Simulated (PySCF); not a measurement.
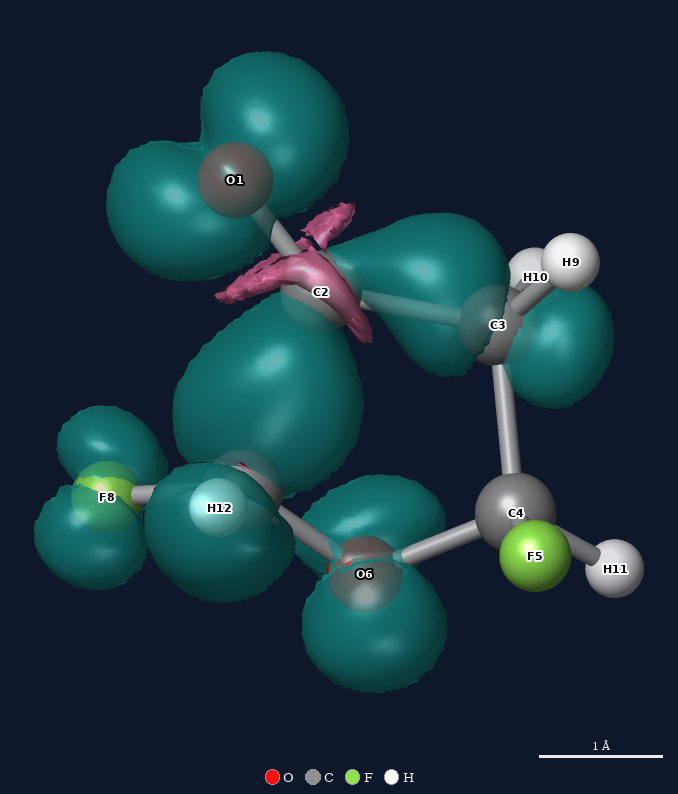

Figure. C$_{4}$H$_{4}$F$_{2}$O$_{2}$ (charge +1, doublet). Isosurfaces of the spin density at +0.02 (teal) and −0.02 e/Å³ (pink), seen at a tilt.

Geometry: GFN2-xTB.

Level of theory: UKS B3LYP, pcH-1 on C F H O, non-relativistic, mean-field spin-orbit, GIAO in PySCF.

```xyz
12

O     1.1421    1.7285    1.1463
C     0.5129    0.9104    0.6256
C    -0.8988    0.6536    0.2615
C    -0.8887   -0.6488   -0.5678
F    -0.6710   -0.3283   -1.8644
O     0.2155   -1.3688   -0.0789
C     1.2645   -0.5559    0.0459
F     2.1502   -0.9919    0.9031
H    -1.3107    1.5029   -0.3004
H    -1.4817    0.5529    1.1872
H    -1.7826   -1.2807   -0.5081
H     1.7495   -0.1747   -0.8760
```

Describe the spin distribution.

The unpaired spin (1 electron) lies mostly on O1 (about 0.4), C7 (about 0.2), O6 (about 0.1), C2 (about 0.1) and C3 (about 0.1), in electrons by Hirshfeld's partition.
